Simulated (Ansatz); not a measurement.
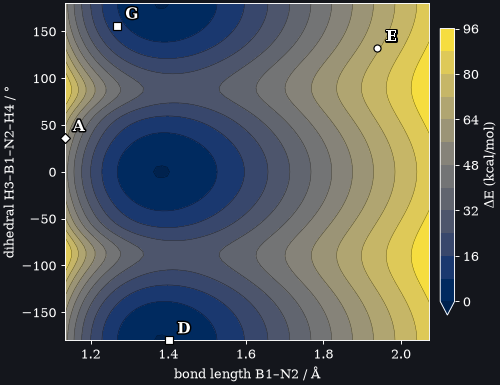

BH₃N, SMILES [BH]N, spin multiplicity 2. The first coordinate is: bond length B1–N2; the second: dihedral H3–B1–N2–H4. Nothing is relaxed (all other coordinates rigid). The grid has 15 × 15 points; 120 points were computed and 105 follow by symmetry. Energies: kcal/mol, counted from the lowest grid point. These are results of UHF-MP2, frozen core/def2-TZVP (Ansatz 0.2.0), not measurements.

Drawn: filled contours, lettered points. Between grid points the surface is interpolated.

> What kind of point is each of D, E, G: minimum, saddle, maximum or slope?

D: minimum; E: on a slope; G: on a slope. (In these two coordinates alone; a stationary point may lie a little off the grid point.)

> Rank the lettered points by energy, lowest first.

D (0 kcal/mol), G (11 kcal/mol), A (59 kcal/mol), E (71 kcal/mol).
